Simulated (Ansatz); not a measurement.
The starting structures come from a database of crystals and need not be the phases stable at ambient conditions.

 Where the default PAW files enter, the runs use the earlier of Ansatz's two default sets.

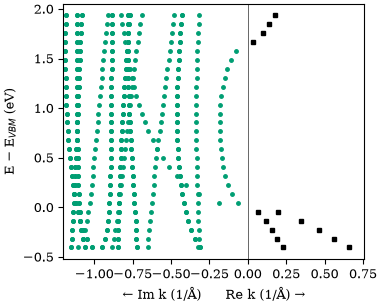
Fig. 1. Complex bands at the centre of the two-dimensional zone; r2SCAN in Ansatz (a quantum-chemistry and plane-wave program)

The gap is the functional's own, uncorrected, and κ follows it; spin-orbit coupling is left out. Mid-gap values are interpolated between the computed energies.

**Question.** This is SrAgSF (P4/nmm, not sure to be the ambient phase, 8 atoms a cell, 19.3 Å³ an atom, -2 GPa at this level) along the normal of (100). Read off the slowest decay at the centre of the two-dimensional zone at 0.85 eV, the computed energy nearest the middle of the gap.

**Answer.** κ ≈ 0.18 1/Å, a decay length 1/(2κ) of the density of 2.7 Å.
